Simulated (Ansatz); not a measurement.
# A computed series for Ir: pressure series

Take Ir in the fcc (Cu type) structure (space group Fm-3m, No. 225; a = 3.871 Å) as the base.

Cell and atoms are relaxed at each pressure.

Levels (all Ansatz, a first-principles code, PAW): PBE (420 eV, no SOC); r2SCAN (500 eV, no spin-orbit coupling).

The base cell above is that of PBE; each level relaxes its own structures.

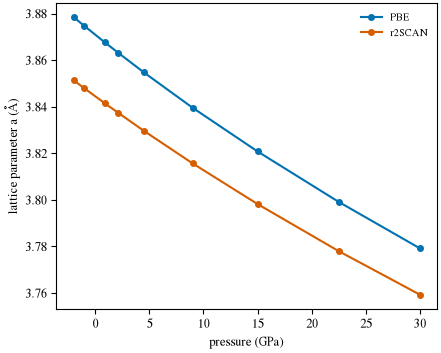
*Lattice parameter a under two levels*

### Question
How do the two levels compare along the series?

### Answer
PBE lies above r2SCAN in every row, by 0.020 Å to 0.027 Å. They put the cases in the same order.

Load acts through the strain it causes; cell and atoms are relaxed under it. Whether these cells are dynamically stable was not tested. No other phases were tried under pressure. The final runs are not spin-polarised.
